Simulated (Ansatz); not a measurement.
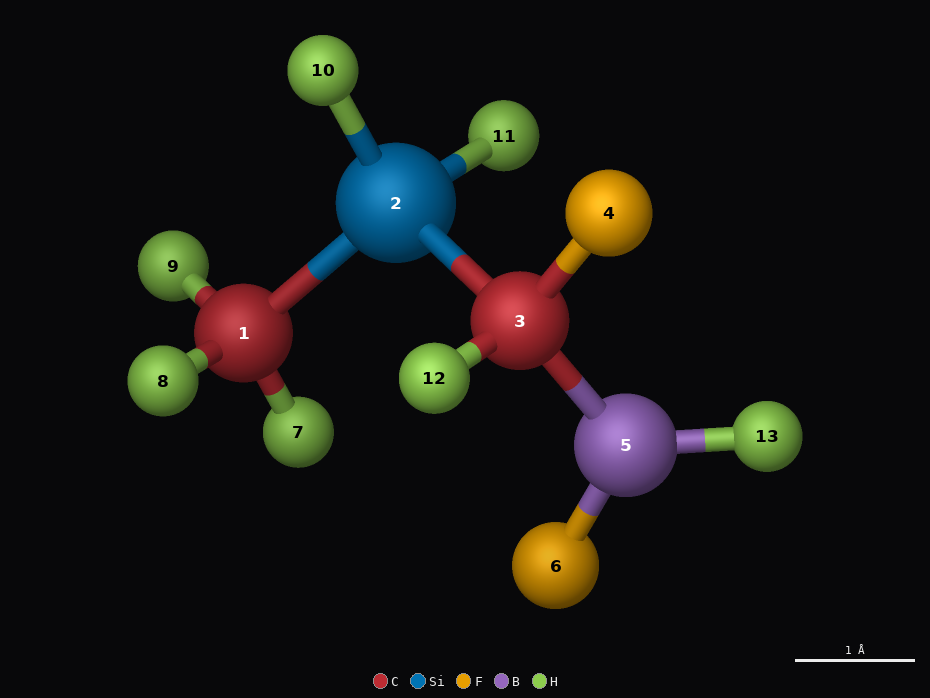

The atoms are numbered. The geometry was computed by an optimisation with PBE0-D4/def2-TZVP. No frequency run is at hand to confirm it as a minimum.

### Describe the coordination of atom 2.

Si2 has 4 neighbours (C1 at 1.87, C3 at 1.92, H10 at 1.49, H11 at 1.49 Å); the arrangement is tetrahedral.

### What is the geometry at C3?

C3 has 4 neighbours (Si2 at 1.92, F4 at 1.40, B5 at 1.55, H12 at 1.10 Å); the arrangement is tetrahedral.

### What is the geometry at B5?

B5 has 3 neighbours (C3 at 1.55, F6 at 1.33, H13 at 1.20 Å); the arrangement is trigonal planar.

### What is the geometry at C1?

C1 has 4 neighbours (Si2 at 1.87, H7 at 1.09, H8 at 1.09, H9 at 1.09 Å); the arrangement is tetrahedral.

### What is the dihedral angle Si2–C3–B5–F6?

67° in size, that is gauche.
